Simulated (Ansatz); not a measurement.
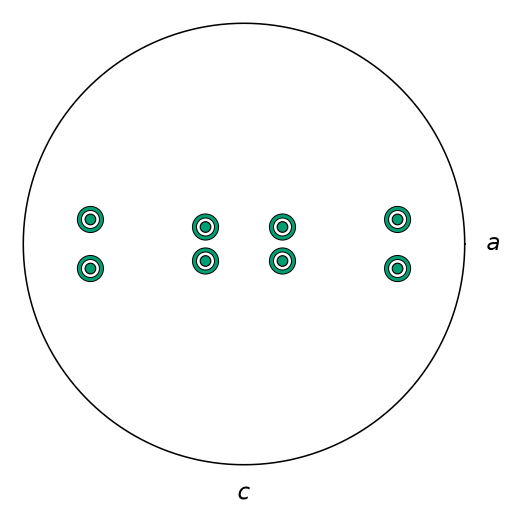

Stereographic projection: filled dots lie in the upper hemisphere, open rings in the lower. The b axis points at the viewer. The poles are all faces of one general form. Computed from the symmetry operations of a computed or model structure of composition ZrB3, which need not be its known form.

Q: Which point group is this?

A: 4/mmm (D4h), order 16, tetragonal system: one fourfold axis, four twofold axes, five mirror planes, an inversion centre.

Q: Which physical properties does it allow?

A: It is centrosymmetric, so neither piezoelectric nor pyroelectric; it is not chiral.
